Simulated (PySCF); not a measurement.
HBr···C2H6O (SMILES Br.COC)

| atom | x (Å) | y (Å) | z (Å) |
| --- | --- | --- | --- |
| Br | 0.4665 | 0.3657 | -0.6762 |
| H | -0.9550 | -0.0155 | -0.5985 |
| C | -3.3183 | 0.8101 | -0.3663 |
| O | -2.5536 | -0.3716 | -0.3936 |
| C | -2.7373 | -1.1918 | 0.7360 |
| H | -3.0752 | 1.3807 | -1.2697 |
| H | -3.0777 | 1.4169 | 0.5233 |
| H | -4.3945 | 0.5724 | -0.3622 |
| H | -3.7824 | -1.5367 | 0.7956 |
| H | -2.4804 | -0.6519 | 1.6633 |
| H | -2.0744 | -2.0573 | 0.6261 |

Geometry: PBE0-D3(BJ)/def2-SVPD.

These are results of PySCF, wB97M-D3(BJ)/def2-TZVPD, SCF density, gas phase, not measurements.

Question: What can the converged electron density and electron localisation function tell about the bonding?

Answer: C–O (1.41 Å): the density is about 2.1 e/Å³ at the midpoint, with its minimum of 1.8 e/Å³ about 0.5 Å from C; the ELF peaks at about 0.90 between the atoms: a polar covalent bond.
C–H (1.10 Å): the density is about 2 e/Å³ at the midpoint; the ELF climbs to about 1 towards the hydrogen, as it does in any bond to H (a covalent bond by its length).

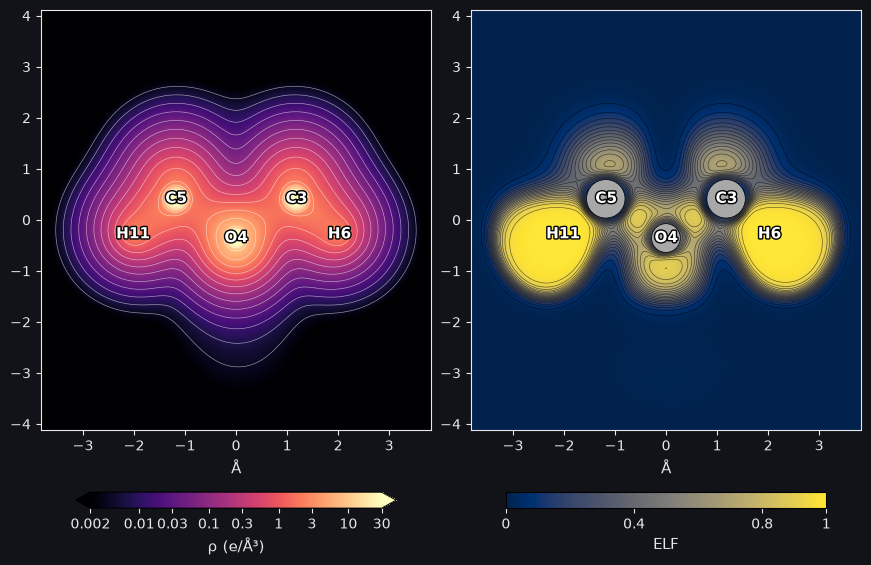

Computed electron density and electron localisation function on the plane of atoms O4, C3 and H6, in this order. Grey discs cover the atomic cores in the ELF map. 
